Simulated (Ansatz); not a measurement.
Cost and result by functional for the adsorption energy of CH3 on the 1x1 (0001) surface of hcp Ti, one in a 2x2 cell, started at the site 'hollow Ti-Ti-Ti', in Ansatz (plane waves, PAW). Single points on the PBE structure, on one kind of machine; costs are rough ratios of the slab run's core time (references not counted) to the cheapest single point. r2SCAN's cost holds its higher cutoff (500 against 420 eV). Differences are taken against r2SCAN for comparison alone: no measured value is at hand, so the table doesn't rank accuracy.

Set-up: 20 atoms, 6.8 Å thick at the start under the adsorbate (thin: gaps and levels are the slab's own); mesh 6x6x1; 0.1 eV smearing; dipole correction on; 8 atoms held, the rest relaxed; start symmetry kept, larger cells not searched; no spin, no spin-orbit, no U, no dispersion correction. At the end it is bonded to 3 Ti. In PBE it is, or lies within 0.03 eV of, the lowest of the starts that converged. These notes are the PBE run's. Adsorption energies are against CH4(g) − ½ H2(g). A negative adsorption energy means that the adsorbate is more stable on the surface than in its reference.

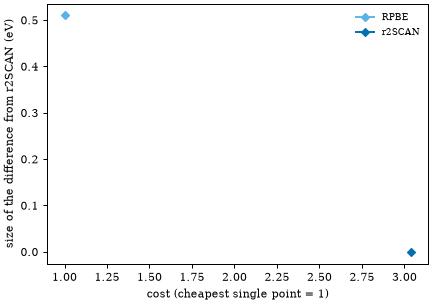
Difference from r2SCAN against cost

```tsv
functional	relative cost	adsorption energy (eV)	less r2SCAN (eV)
RPBE	1	-0.05	0.51
r2SCAN	3	-0.56	0.00
PBE (the relaxed run's value)	–	-0.28	0.28
```

The values span 0.51 eV, while the single points' costs differ by a factor of roughly 3. Differences are of unrounded values.

Ansatz is a quantum-chemistry and plane-wave program.
